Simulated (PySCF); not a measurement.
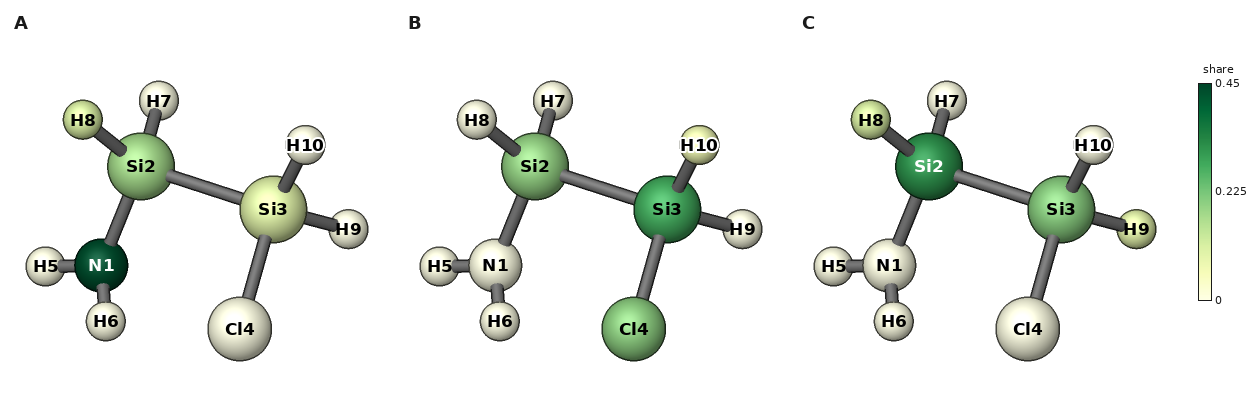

Each panel colours the atoms by their Löwdin share in one orbital (up to four of the largest shares; other atoms are shown as zero). The computed structure is the end point of a PBE0-D3(BJ)/def2-SVP optimisation. No frequency run is at hand to confirm it as a minimum. Computed with CAM-B3LYP/def2-SVPD (PySCF 2.14.0).

The panels show the HOMO, LUMO, LUMO+1, in some order. Which is which?

A: HOMO, −8.90 eV; N1 0.44, Si2 0.18, H8 0.11, Si3 0.10
B: LUMO, 0.19 eV; Si3 0.28, Cl4 0.20, Si2 0.19, H10 0.07
C: LUMO+1, 1.07 eV; Si2 0.32, Si3 0.21, H8 0.11, H9 0.09
